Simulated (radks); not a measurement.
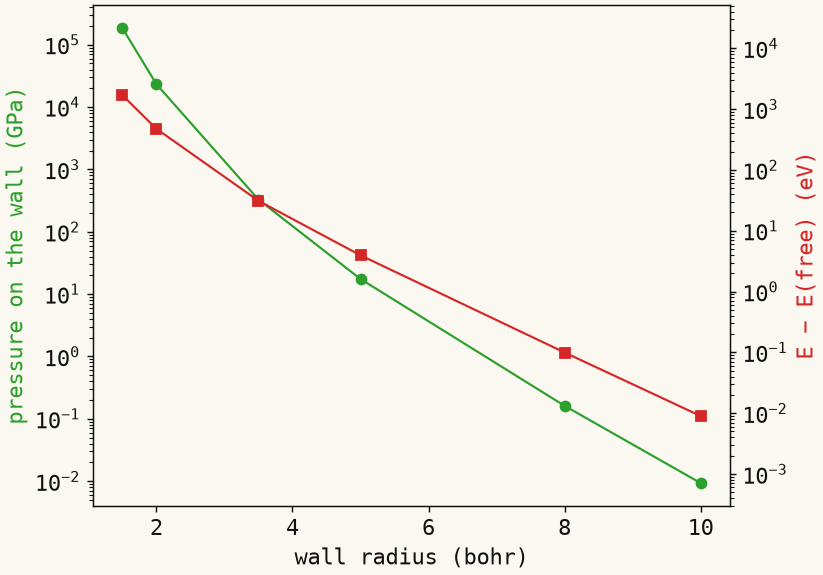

The neutral rhenium atom in the configuration [Xe] 4f14 5d5 6s2 (high spin). It is put inside a hard spherical wall of varying radius. Computed with the in-house radial solver radks: scalar-relativistic Kohn-Sham, r2SCAN, spin-polarised, spherical densities, finite nucleus. The plot shows the pressure on the wall (left axis) and the energy above the free species (right axis).

How do pressure and energy grow as the wall closes in?

Answer. The pressure grows from 0.0093 GPa at 10 bohr through 17 GPa at 5 bohr to 180000 GPa at 1.5 bohr, and the energy above the free species from 0.00897 eV through 3.94 eV to 1696 eV. The pressure is −dE/dV with V = 4πR³/3.
